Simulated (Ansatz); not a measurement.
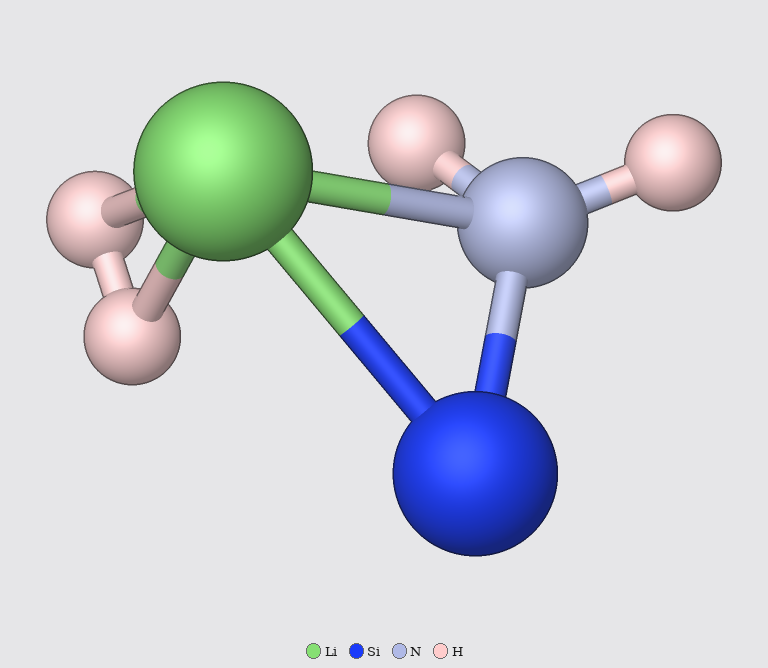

The picture shows a molecular structure as a ball-and-stick model. Every bond is drawn as one stick, whatever its order.

The geometry was computed by an optimisation with PBE0-D4/def2-TZVP. No frequency run is at hand to confirm it as a minimum.

Which formula does it have?

Answer. H₄LiNSi, 7 atoms: 4 hydrogen, 1 lithium, 1 nitrogen and 1 silicon.

What is the point group of this geometry?

Answer. C1.

More results for the same structure follow; atom numbers are the same in all pictures, views and colours differ.

Shape

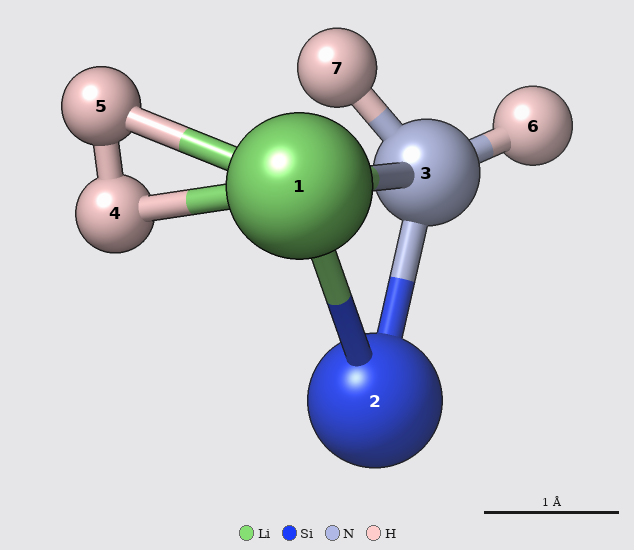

The atoms are numbered. No frequency run is at hand to confirm it as a minimum.

List the bonds and their lengths.

| bond | length (Å) |
| --- | --- |
| Li1–Si2 | 2.422 |
| Li1–N3 | 2.085 |
| Li1–H4 | 1.689 |
| Li1–H5 | 1.783 |
| Si2–N3 | 1.753 |
| N3–H6 | 1.009 |
| N3–H7 | 1.036 |
| H4–H5 | 0.827 |

Dipole moment

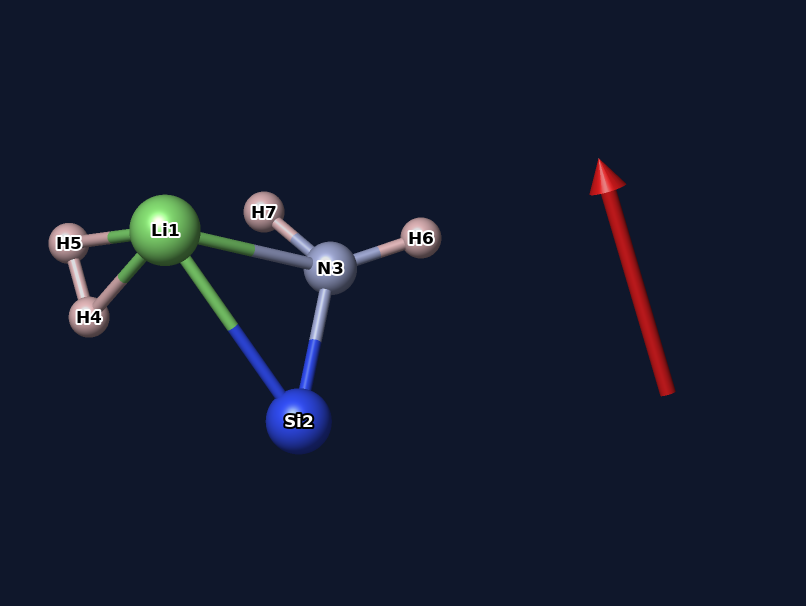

The arrow beside the molecule shows the direction of the dipole moment, from the negative to the positive end (its length means nothing). No frequency run is at hand to confirm it as a minimum. Properties computed with RKS PBE0-D4/def2-TZVP (Ansatz 0.2.0).

How large is the dipole moment?

Answer. 4.44 D; it points from the side of Si2 to the side of Li1, H5 (the outermost atoms at the two ends).

Electronic properties

No frequency run is at hand to confirm it as a minimum. Level of theory: RKS PBE0-D4/def2-TZVPP (Ansatz 0.2.0).

Computed properties:

- HOMO energy (Kohn–Sham orbital): −3.81 eV
- LUMO energy (Kohn–Sham orbital): −1.56 eV
- HOMO–LUMO gap: 2.24 eV
- dispersion correction: −8.7 kJ/mol

Charges

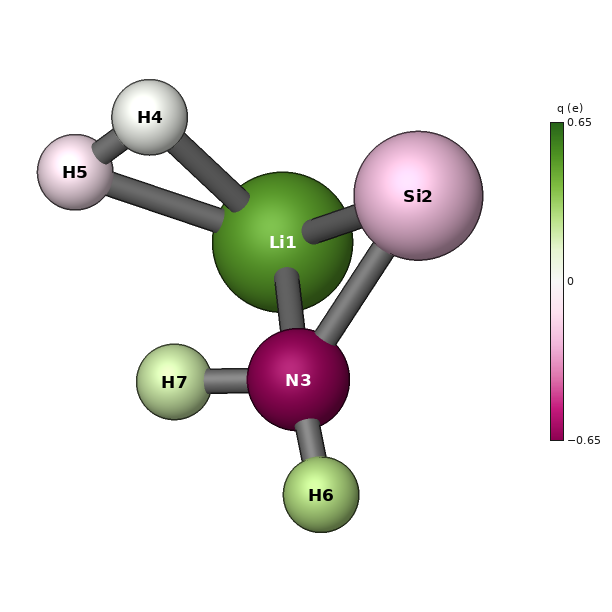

Atoms are coloured by their Mulliken charges. No frequency run is at hand to confirm it as a minimum. Properties computed with RKS PBE0-D4/def2-TZVP (Ansatz 0.2.0).

Which atom carries the highest charge (most positive or least negative)?

Answer. Li1 (0.48 e).

And the lowest?

Answer. N3 (−0.63 e).

List the Mulliken charges.

```json
{"atom": "Li1", "value (e)": "0.48"}
{"atom": "Si2", "value (e)": "−0.23"}
{"atom": "N3", "value (e)": "−0.63"}
{"atom": "H4", "value (e)": "0.02"}
{"atom": "H5", "value (e)": "−0.11"}
{"atom": "H6", "value (e)": "0.27"}
{"atom": "H7", "value (e)": "0.20"}
```

Mulliken values depend strongly on the basis set and can even reverse the polarity of a bond.
